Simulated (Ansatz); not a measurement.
# Amorphous Bi$_{20}$Te$_{30}$

A CHGNet melt-quench gave the starting glass, which DFT then relaxed. The hot cell started wider than the set density and was brought back towards it in steps. It is the lowest in DFT energy of 3 quenches. It is a model cell: composition and starting density were chosen by hand, and all elements were melted together. The geometry includes D3(BJ) dispersion.

Level of theory: PBE-D3(BJ), scalar-relativistic without spin-orbit coupling, PAW (Ansatz default set, large-core Te) (plane waves to 420 eV; Ansatz, a quantum-chemistry and plane-wave program). Geometry, pressure, stress and energy are those of the PBE run. Its sampling: a 2×2×2 Γ-centred mesh; Fermi-Dirac width 0.05 eV; no spin polarisation. The levels at the Fermi energy are partly filled. A closed spacing in one fast-quenched cell at PBE doesn't show the material to be a metal.

```yaml
number_of_atoms_in_the_cell: 50
Density (volume relaxed, with D3(BJ)): 7.90 g/cm³
volume_per_atom: 33.66 Å³
Pressure on a 2×2×2 Γ-centred mesh: 0.21 GPa
Largest force and stress component on that mesh (the relaxation ran on one k-point at (1/4, 1/4, 1/4)): 0.29 eV/Å and 0.5 GPa
Energy relative to Bi2Te3 (R-3m) (lowest mix at this level among the phases computed, not always the ambient ones): 17.9 kJ/mol-atom
Gap on a 2×2×2 Γ-centred mesh (PBE): within the smearing (under twice its width)
```

Neighbours within Bi-Bi 3.55 Å, Bi-Te 3.54 Å, Te-Te 3.31 Å count as bonded.

The mean coordination of Bi comes out as 5.50 (1 with 3, 8 with 5, 10 with 6, 1 with 7). The mean coordination of Te comes out as 4.00 (2 with 2, 6 with 3, 13 with 4, 8 with 5, 1 with 6), the mean Bi-Te bond is 3.170 Å (spread 0.146 Å, 106 counted) and the mean Te-Te bond is 3.119 Å (spread 0.161 Å, 7 counted).

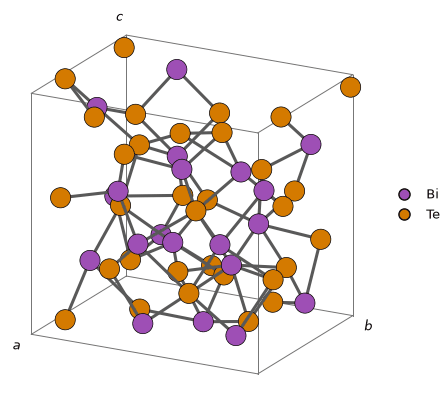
Figure. The relaxed cell

Its density started from a set value of 7.84 g/cm³. The simulated quench (nominally 53 K/ps over its main leg) is rapid and tends to freeze in more defects than a deposited or slowly cooled glass has. Values belong to this one cell and scatter from quench to quench. Volume and shape were free in the relaxation. Stress components on the final sampling reach 0.5 GPa. On a 2×2×2 Γ-centred mesh force components of up to 0.29 eV/Å stay, since the relaxation ran on one k-point at (1/4, 1/4, 1/4).
